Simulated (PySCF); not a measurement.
SMILES [OH][K] (HKO), singlet at its B3LYP/def2-SVP optimised geometry (Å):

```
3

K      1.5772    -0.0001     0.0000
O     -0.6137    -0.0001     0.0000
H     -1.5772     0.0001    -0.0012
```

Level of theory: B3LYP/def2-TZVP run with PySCF 2.14.0. Cells within 0.4 Å of a nucleus heavier than hydrogen are left out (blank, or x).

Map of the electrostatic potential (hartree/e), clipped to [-0.08, 0.12] on the plane z = 0.0 Å:

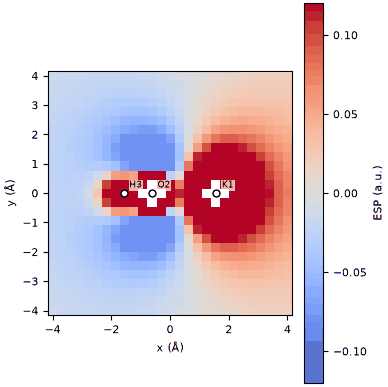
*Electrostatic potential (hartree/e), clipped to [-0.08, 0.12] on the plane z = 0.0 Å.*
